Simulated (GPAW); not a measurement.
**TiO2 (Rutile, P4_2/mnm): the Ti K absorption edge**

How does the Ti K edge of TiO2 (Rutile, P4_2/mnm) move when the bonds are compressed or stretched?

Program: GPAW 26.7.0. Level of theory: X-ray absorption from dipole matrix elements to empty bands, plane-wave PAW LDA. Results are calculated unless marked as measured.

## (1) The structure

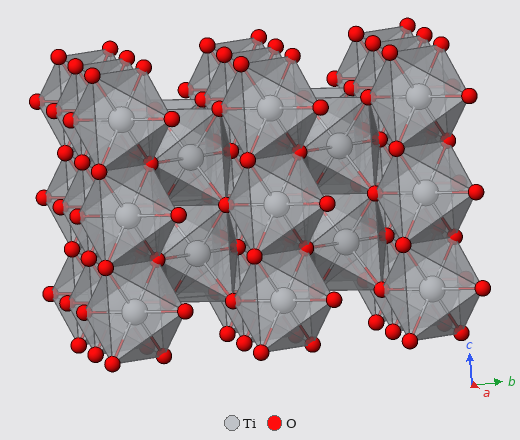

The cell as given, slightly off an axis (titanium light grey, oxygen red). 2×2×2 cells are drawn. Some periodic images of atoms are drawn too.

Structure file:

```cif
data_structure
_symmetry_space_group_name_H-M 'P4_2/mnm'
_symmetry_Int_Tables_number 136
_cell_length_a 4.5922
_cell_length_b 4.5922
_cell_length_c 2.9574
_cell_angle_alpha 90.000
_cell_angle_beta 90.000
_cell_angle_gamma 90.000
_cell_volume 62.37
loop_
_atom_site_label
_atom_site_type_symbol
_atom_site_symmetry_multiplicity
_atom_site_Wyckoff_symbol
_atom_site_fract_x
_atom_site_fract_y
_atom_site_fract_z
_atom_site_occupancy
Ti1 Ti 2 a 0.50000 0.50000 0.50000 1
O1 O 4 f 0.80496 0.19504 0.50000 1
```

## (2) Ground state of the crystal

The ground state comes first: it tells whether the system has a gap, which decides how the excited electron is treated.

Input file scf.py:

```python
import numpy as np
from ase import Atoms
from ase.parallel import parprint, paropen
from gpaw import GPAW, PW, FermiDirac, Mixer, MixerDif, setup_paths
from gpaw.test import gen
setup_paths.insert(0, '.')
gen('Ti', name='nch1s', xcname='LDA', corehole=(1, 0, 0), write_xml=True)
from gpaw.mpi import world
world.barrier()

atoms = Atoms('Ti2O4',
    cell=[[4.5922, 0, 0],
     [0, 4.5922, 0],
     [0, 0, 2.9574]],
    scaled_positions=[[0.5, 0.5, 0.5],
     [0, 0, 0],
     [0.80496, 0.19504, 0.5],
     [0.69504, 0.69504, 0],
     [0.19504, 0.80496, 0.5],
     [0.30496, 0.30496, 0]],
    pbc=True)
atoms.calc = calc = GPAW(legacy_gpaw=True, mode=PW(500, force_complex_dtype=True), xc='LDA', setups={0: 'nch1s'},
    kpts={'size': (6, 6, 8), 'gamma': True}, occupations=FermiDirac(0.05),
    charge=0, mixer=Mixer(0.1, 5, 50), maxiter=150,
    convergence={'density': 0.0001, 'eigenstates': 1e-6}, txt='scf.txt')
energy = atoms.get_potential_energy() + calc.get_reference_energy()
ef = calc.get_fermi_level()
out = dict(energy=energy, fermi=ef, forces=atoms.get_forces().tolist())
parprint(f'all-electron energy {energy:.4f} eV, Fermi level {ef:.4f} eV')
ev = np.array([[calc.get_eigenvalues(k, s) for k in range(len(calc.get_ibz_k_points()))] for s in range(calc.get_number_of_spins())])
out['homo'], out['lumo'], out['counts'] = ev[ev < ef].max(), ev[ev > ef].min(), sorted(set((ev < ef).sum((0, 2)).tolist()))
out['filled'] = (ev[:, 0] < ef).sum(1).tolist()
import json
with paropen('out.json', 'w') as f:
    json.dump(out, f)
```

Command:

```
> OMP_NUM_THREADS=1 mpirun -n 4 gpaw python scf.py
```

Numbers of over 12 decimals in the logs are rounded to 6 here.

Output:

```text
Input parameters:
  convergence: {density: 0.0001,
                eigenstates: 1e-06}
  kpts: {gamma: True,
         size: (6, 6, 8)}
  maxiter: 150
  mixer: {backend: pulay,
          beta: 0.1,
          method: separate,
          nmaxold: 5,
          weight: 50}
  mode: {ecut: 500.0,
         force_complex_dtype: True,
         name: pw}
  occupations: {fixmagmom: False,
                name: fermi-dirac,
                width: 0.05}
  setups: {0: nch1s}

Initialize ...

[... PAW data sets ...]

Reference energy: -54459.530386  # eV

Spin-paired calculation

[... convergence settings ...]
Symmetries present (total): 8
  [... symmetry matrices ...]

288 k-points: 6 x 6 x 8 Monkhorst-Pack grid + [1/12,1/12,1/16]
65 k-points in the irreducible part of the Brillouin zone
       k-points in crystal coordinates                weights
   0:     0.00000000    0.00000000    0.00000000          1/288
   1:     0.00000000    0.00000000    0.12500000          2/288
   2:     0.00000000    0.00000000    0.25000000          2/288
   3:     0.00000000    0.00000000    0.37500000          2/288
   4:     0.00000000    0.00000000    0.50000000          1/288
   5:     0.16666667   -0.16666667    0.00000000          2/288
   6:     0.16666667   -0.16666667    0.12500000          4/288
   7:     0.16666667   -0.16666667    0.25000000          4/288
   8:     0.16666667   -0.16666667    0.37500000          4/288
   9:     0.16666667   -0.16666667    0.50000000          2/288
          ...
  64:     0.50000000    0.50000000    0.50000000          1/288

Wave functions: Plane wave expansion
  Cutoff energy: 500.000 eV
  Number of coefficients (min, max): 1556, 1612
  Pulay-stress correction: 0.000000 eV/Ang^3 (de/decut=0.000000)
  Using FFTW library
  Wavefunction extrapolation:
    Improved wavefunction reuse through dual PAW basis

Occupation numbers: Fermi-Dirac:
  width: 0.0500  # eV

Eigensolver
   Davidson(niter=2)

Densities:
  Coarse grid: 24*24*16 grid
  Fine grid: 48*48*32 grid
  Total Charge: 0.000000

Density mixing:
  Method: separate
  Backend: pulay
  Linear mixing parameter: 0.1
  old densities: 5
  Width of damping distribution: 1.1
  Damping of long wavelength oscillations: 50

[... Hamiltonian set-up ...]
Number of atoms: 6
Number of atomic orbitals: 42
Number of bands in calculation: 33
Number of valence electrons: 48
Bands to converge: occupied

... initialized

Initializing position-dependent things.

Density initialized from atomic densities
Creating initial wave functions:
  33 bands from LCAO basis set

Positions:
   0 Ti     2.296100    2.296100    1.478700    ( 0.0000,  0.0000,  0.0000)
   1 Ti     0.000000    0.000000    0.000000    ( 0.0000,  0.0000,  0.0000)
   2 O      3.696537    0.895663    1.478700    ( 0.0000,  0.0000,  0.0000)
   3 O      3.191763    3.191763    0.000000    ( 0.0000,  0.0000,  0.0000)
   4 O      0.895663    3.696537    1.478700    ( 0.0000,  0.0000,  0.0000)
   5 O      1.400437    1.400437    0.000000    ( 0.0000,  0.0000,  0.0000)

Unit cell:
           periodic     x           y           z      points  spacing
  1. axis:    yes    4.592200    0.000000    0.000000    24     0.1913
  2. axis:    yes    0.000000    4.592200    0.000000    24     0.1913
  3. axis:    yes    0.000000    0.000000    2.957400    16     0.1848

  Lengths:   4.592200   4.592200   2.957400
  Angles:   90.000000  90.000000  90.000000

Effective grid spacing dv^(1/3) = 0.1891

iter:   1   -64.271359
iter:   2   -59.185008   -0.97  -0.92
iter:   3   -55.922844   -0.12  -1.04
iter:   4   -55.943303   -1.33  -1.44
iter:   5   -56.118795   -2.07  -1.38
iter:   6   -55.724841   -1.12  -1.55
iter:   7   -55.705128   -2.01  -2.17
iter:   8   -55.698499   -2.61  -2.34
iter:   9   -55.695208c  -3.64  -2.63
iter:  10   -55.695385c  -4.44  -2.94
iter:  11   -55.694700c  -4.08  -2.95
iter:  12   -55.694690c  -5.21  -3.78
iter:  13   -55.694690c  -6.07c -4.03c

Converged after 13 iterations.

Dipole moment: (0.000000, 0.000000, -0.000000) |e|*Ang

Energy contributions relative to reference atoms: (reference = -54459.530386)

Kinetic:        +42.623351
Potential:      -51.318511
External:        +0.000000
XC:             -47.347746
Entropy (-ST):   -0.000000
Local:           +0.348217
SIC:             +0.000000
--------------------------
Free energy:    -55.694690
Extrapolated:   -55.694690

Showing only first 2 kpts
 Kpt  Band  Eigenvalues  Occupancy
  0    22      4.87298    2.00000
  0    23      5.31827    2.00000
  0    24      7.11781    0.00000
  0    25      7.40272    0.00000

  1    22      4.54433    2.00000
  1    23      5.21736    2.00000
  1    24      7.49992    0.00000
  1    25      7.55574    0.00000

Fermi level: 6.18096

Gap: 1.800 eV
Transition (v -> c):
  (s=0, k=0, n=23, [0.00, 0.00, 0.00]) -> (s=0, k=0, n=24, [0.00, 0.00, 0.00])
No difference between direct/indirect transitions

Forces in eV/Ang:
  0 Ti    0.00000    0.00000    0.00000
  1 Ti   -0.00000    0.00000    0.00000
  2 O    -0.00720    0.00720    0.00000
  3 O     0.00806    0.00806    0.00000
  4 O     0.00720   -0.00720    0.00000
  5 O    -0.00806   -0.00806    0.00000
Scalar-relativistic atomic LDA calculation for Ti (Titanium, Z=22)
Core hole in 1s state (1s occupation: 2.0)
600 radial gridpoints.
|------------------------------------------------|
|------------------------------------------------|
[... the atom generator's iteration count ...]

Energy contributions:
-------------------------
Kinetic:     +858.169401
XC:           -40.035523
Potential:  -1669.760805
-------------------------
Total:       -851.626927

state      eigenvalue         ekin         rmax
-----------------------------------------------
1s^2.0 :  -178.412898   235.142209        0.046
2s^2.0 :   -19.674824    40.676506        0.270
2p^6.0 :   -16.315972    39.591103        0.219
3s^2.0 :    -2.287902     8.427789        0.869
3p^6.0 :    -1.425558     7.161594        0.900
3d^2.0 :    -0.164024     3.704740        0.977
4s^2.0 :    -0.168799     0.875365        2.882
4p^0.0 :    -0.056429     0.465286        3.811
-----------------------------------------------
(units: Bohr and Hartree)

Generating PAW setup
Kinetic energy of the core from tauc = 793.509929
Cutoffs:
rc(s)=2.400
rc(p)=2.000
rc(d)=2.000
rc(vbar)=1.800
rc(comp)=2.300
rc(nct)=2.400

Kinetic energy of the core states: 789.184048
Charge: 0.0
Core electrons: 10.0
Valence electrons: 12.0
Pseudo-core charge: 0.000001
Shape function alpha=1.890
Pseudo-electron charge 6.382666
state    eigenvalue         norm
--------------------------------
3s(2) :    -2.287902     0.302066
4s(2) :    -0.168799     0.990650
3p(6) :    -1.425558     0.436626
4p(0) :    -0.056429     0.981035
3d(2) :    -0.164024     0.588737
*d    :     0.835976
--------------------------------

Diagonalizing with gridspacing h=0.050

state   all-electron     PAW
-------------------------------
3s:      -2.287902    -2.288205
3p:      -1.425558    -1.426242
3d:      -0.164024    -0.164519
*f:                    0.065395
-------------------------------
all-electron energy -54515.2251 eV, Fermi level 6.1810 eV
```

The job ended after 16 s (4 MPI ranks of Intel Xeon Platinum 8375C at 2.90GHz (Ice Lake), shared host; peak memory 0.22 GiB; 59 s of CPU time).

The mesh shows a gap of 1.80 eV, so the hole is first treated in a charged cell, without the excited electron.

## (3) Reference energy of the supercell

The photon energy needs a difference of total energies, so the cell and mesh of the coming hole run are first run without a hole.

Edit scf.py of step 2 so:

```diff
@@ -10,15 +10,21 @@
 
-atoms = Atoms('Ti2O4',
-    cell=[[4.5922, 0, 0],
-     [0, 4.5922, 0],
-     [0, 0, 2.9574]],
-    scaled_positions=[[0.5, 0.5, 0.5],
+atoms = Atoms('Ti4O8',
+    cell=[[4.5922, 0, 2.9574],
+     [0, 4.5922, 2.9574],
+     [-4.5922, 0, 2.9574]],
+    scaled_positions=[[0.25, 0.5, 0.75],
+     [0.75, 0.5, 0.25],
      [0, 0, 0],
-     [0.80496, 0.19504, 0.5],
-     [0.69504, 0.69504, 0],
-     [0.19504, 0.80496, 0.5],
-     [0.30496, 0.30496, 0]],
+     [0.5, 0, 0.5],
+     [0.55496, 0.19504, 0.75],
+     [0.05496, 0.19504, 0.25],
+     [0, 0.69504, 0.30496],
+     [0.5, 0.69504, 0.80496],
+     [0.94504, 0.80496, 0.75],
+     [0.44504, 0.80496, 0.25],
+     [0, 0.30496, 0.69504],
+     [0.5, 0.30496, 0.19504]],
     pbc=True)
 atoms.calc = calc = GPAW(legacy_gpaw=True, mode=PW(500, force_complex_dtype=True), xc='LDA', setups={0: 'nch1s'},
-    kpts={'size': (6, 6, 8), 'gamma': True}, occupations=FermiDirac(0.05),
+    kpts={'size': (4, 4, 4), 'gamma': True}, occupations=FermiDirac(0.02),
     charge=0, mixer=Mixer(0.1, 5, 50), maxiter=150,
```

Output:

```text
Input parameters:
  convergence: {density: 0.0001,
                eigenstates: 1e-06}
  kpts: {gamma: True,
         size: (4, 4, 4)}
  maxiter: 150
  mixer: {backend: pulay,
          beta: 0.1,
          method: separate,
          nmaxold: 5,
          weight: 50}
  mode: {ecut: 500.0,
         force_complex_dtype: True,
         name: pw}
  occupations: {fixmagmom: False,
                name: fermi-dirac,
[...]
4s(2) :    -0.168799     0.990650
3p(6) :    -1.425558     0.436626
4p(0) :    -0.056429     0.981035
3d(2) :    -0.164024     0.588737
*d    :     0.835976
--------------------------------

Diagonalizing with gridspacing h=0.050

state   all-electron     PAW
-------------------------------
3s:      -2.287902    -2.288205
3p:      -1.425558    -1.426242
3d:      -0.164024    -0.164519
*f:                    0.065395
-------------------------------
all-electron energy -109030.4405 eV, Fermi level 6.0473 eV
[key lines of the parts left out:]
Converged after 21 iterations.
Dipole moment: (-0.000000, 0.000000, 0.000000) |e|*Ang
Free energy:   -111.379735
Fermi level: 6.04729
```

Run time: 32 s. Hardware: 4 MPI ranks; peak memory 0.29 GiB; 2.1 min of CPU time.

Reference energy: -109030.440 eV with the cores included.

[end of part 1 of 4]

[Banner, clock and machine lines of the logs are left out without a mark of their own.]

[Logs are printed without paths, hosts, clocks, repeated set-up lines and the standing remarks that a program may print on its own settings, such as how far it seeks lower states.]

[Hosts, paths, dates, database ids (printed as entryN), source tags and the programs' standing remarks are cut or masked in the printed files.]

[Lists of maxima count a maximum above −3 eV only where it reaches 4 % of the highest in the window and stands out from its surroundings by 2 % of it (1.5 % where it reaches 55 %); shoulders and weaker maxima are passed over, and of the rest the first, up to two pre-edge ones and the few strongest are named.]
